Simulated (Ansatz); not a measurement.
```xyz
8

Ga    0.0557    0.6542   -0.5065
H    -0.1877   -0.6285    2.9087
O     1.6767   -0.0274   -0.7508
H     1.7655   -0.8773   -1.1503
H    -1.2773   -0.0426   -0.9133
O     0.0660    2.2515    0.2523
H     0.9059    2.6197    0.4787
H    -0.3311    0.0889    2.9326
```

Method: RHF/def2-mTZVP in Ansatz.

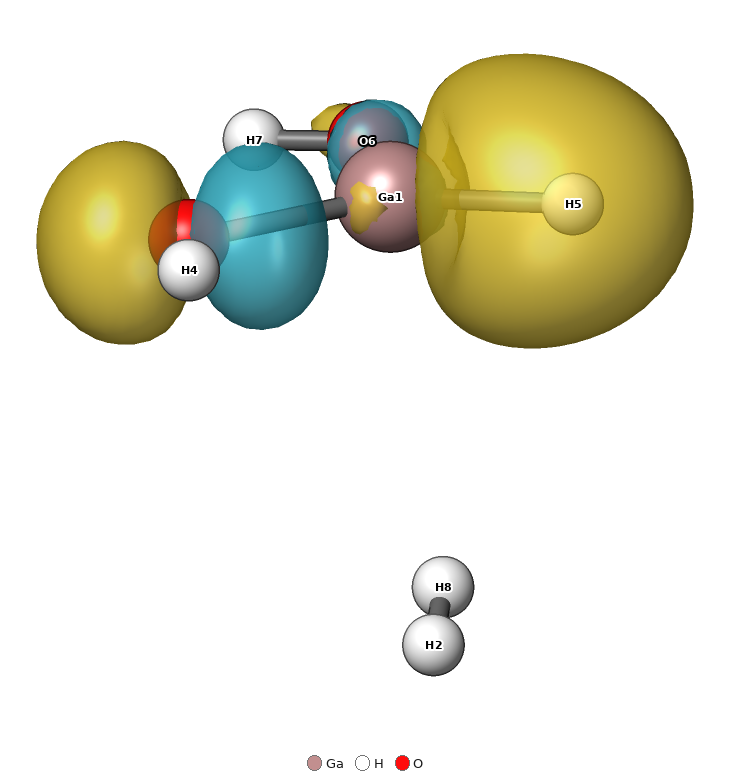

GaH3O2···H2. The HOMO at ±0.15 Å⁻³ᐟ² (yellow and cyan are the two phases), seen at an oblique angle.

### Where does this orbital lie, and at what energy?

Its weight (Hirshfeld) is mainly on H5 (about 35 %), O3 (about 30 %) and Ga1 (about 30 %). Its energy is −12.72 eV.
